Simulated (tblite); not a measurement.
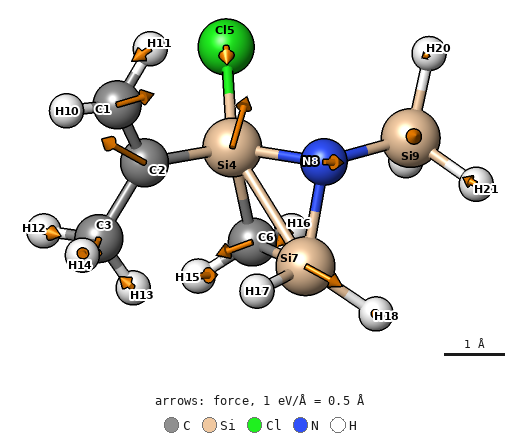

Starting geometry of C$_{4}$H$_{12}$ClNSi$_{3}$ with the computed forces as orange arrows. The picture is a ball-and-stick view, seen at a tilt.

All numbers below come from GFN2-xTB geometry optimisation, gas phase in tblite 0.8.0. 

Question: Is this structure relaxed? If not, where do the atoms go?

Answer: It isn't relaxed: the largest force vector, on a C atom, is 2.34 eV/Å. The final displacements have little in common with the starting forces (cosine between the two patterns 0.12). An H atom moves most after the best rigid fit: 2.86 Å. Largest moves by element: H 2.86 Å, Si 1.42 Å, C 1.38 Å, N 0.92 Å, Cl 0.55 Å. Some distances before and after: Si–Si 2.450 → 2.661 Å, Cl–Si 2.099 → 2.018 Å, N–Si 1.784 → 1.732 Å, C–Si 1.839 → 1.885 Å. Bond angles that change, for instance: C–Si–Si 97.7° → 125.8°, Cl–Si–Si 147.9° → 122.8°, Si–N–Si 108.6° → 132.1°. Groups turn about C–Si by about 55°, C–C by about 40°. After 250 geometry steps the energy has fallen by 1.468 eV. Cost: 3.5 s on 1 thread of Arm Neoverse V1, on a shared host.
